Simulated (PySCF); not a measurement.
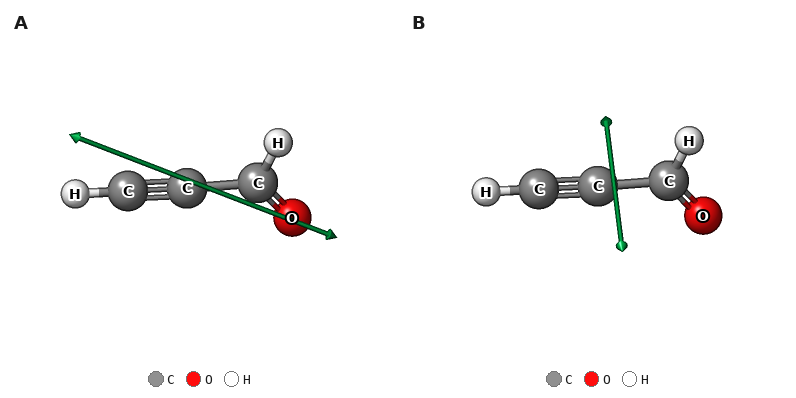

The double arrows show the directions of two transition dipoles from the ground state (lengths mean nothing). Computed geometry: PBE0-D3(BJ)/def2-SVP optimisation. No frequency run is at hand to confirm it as a minimum. Properties computed with TDDFT PBE0/def2-TZVPD, vertical, gas phase, core orbitals frozen in the response (PySCF 2.14.0).

> One belongs to singlet state 7 and one to singlet state 8. Which is which?

A: state 7, 8.01 eV (155 nm), oscillator strength 0.15, of mixed character, with the largest part HOMO−1 → LUMO+1 (weight 0.50).
B: state 8, 8.19 eV (151 nm), oscillator strength 0.051, mainly HOMO−2 → LUMO+2 (weight 0.87); polarised normal to the molecular plane.
